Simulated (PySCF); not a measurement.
# H2Se, SMILES `[SeH2]`: electronic structure

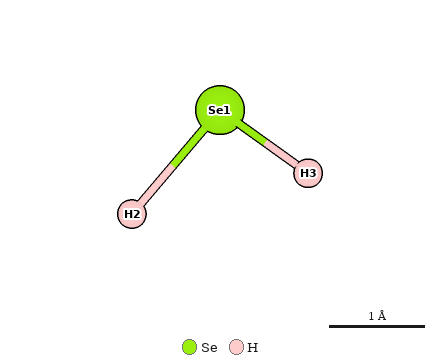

The molecule, with its atoms numbered as below. No frequency check shows the geometry to be a minimum.

Cartesian coordinates (Å):

```
Se1      0.0000   -0.0558    0.0000
H2       1.0283    0.9487    0.0000
H3      -1.0285    0.9485    0.0000
```

### 1. Bonding charge

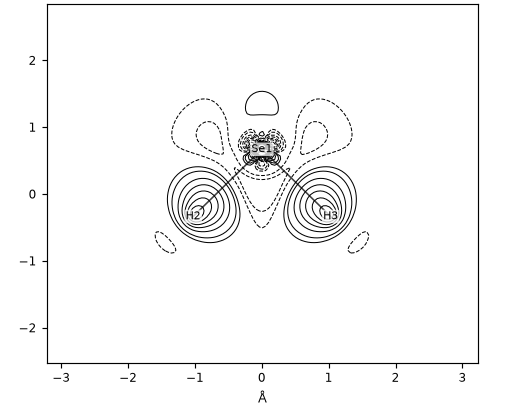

Deformation density (molecule less spherical, spin-averaged free atoms) in the molecular plane; contours at ±0.05 to ±0.8 e/Å³; solid lines: gain, dashed lines: loss.

PySCF calculation, B3LYP/def2-SVPD, gas phase; geometry: GFN2-xTB.

**Describe the bonding that the map shows.**

Se1–H2 and Se1–H3: +0.27 e/Å³ at the bond critical point (bond length 1.44 Å). In all, 0.6 electrons gather in the regions of gain relative to the promolecule.

### 2. Electrostatic potential

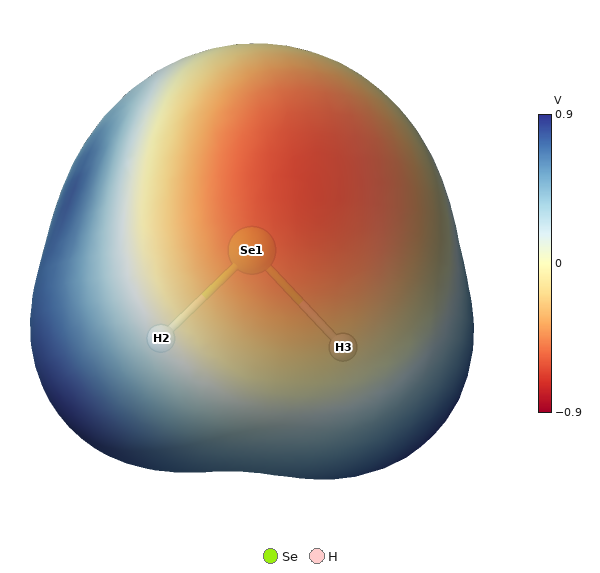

Electrostatic potential on the surface of electron density 0.001 a.u.

**Where are the extremes of the potential on the surface?**

Highest: 0.87 V, 1.4 Å from H2, and at like points elsewhere. Lowest: −0.68 V, 2.4 Å from Se1, and at like points elsewhere. The surface is sampled at points, so like sites can differ by a few per cent and only the strongest of them is named.

**What volume does the surface enclose, and what is the dipole moment?**

About 56 Å³; the dipole moment is 0.7 D.

### 3. In an electric field

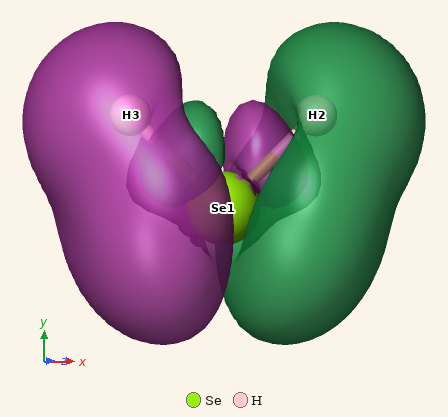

Change of the electron density in a uniform field of 0.21 V/Å, surfaces at ±0.0008 e/Å³ (green: gain, purple: loss).

Method: B3LYP/def2-SVPD; geometry: GFN2-xTB; program: PySCF.

The field was applied in both directions; the picture shows the one opposite to the script's first.

**Along which Cartesian direction does the field point?**

Along −x: electrons gather on the +x side, against the field.

**How large is the response?**

The induced dipole is 0.31 D (along the field); α along this axis, from the fields in both directions, is 30 bohr³ (4.5 Å³).

### 4. Removing or adding an electron

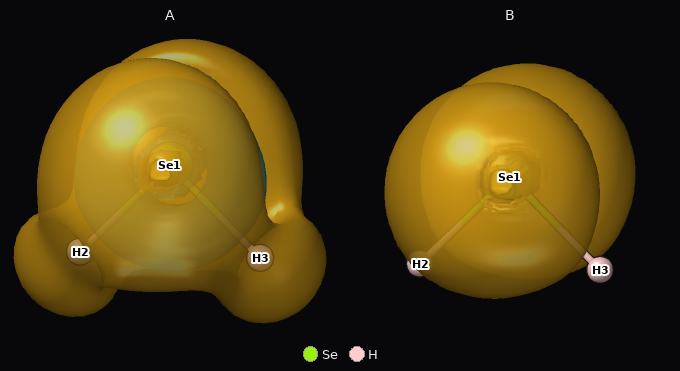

The Fukui function f⁻ from two separate SCF calculations and the density of the HOMO, at ±0.02 e/Å³ (yellow positive, teal negative).

Level of theory: B3LYP/def2-SVPD (PySCF), at a geometry from GFN2-xTB.

**Which panel is which, and how good is the frozen-orbital picture?**

A is f⁻ (it has negative regions), B the HOMO density. The HOMO lies on Se1 (91 %); f⁻ (Hirshfeld-condensed) is largest on Se1 (0.78); the vertical ionisation energy is 9.91 eV. Relaxation shifts 13 % of the electron between atoms. The orbital energy is −6.90 eV.
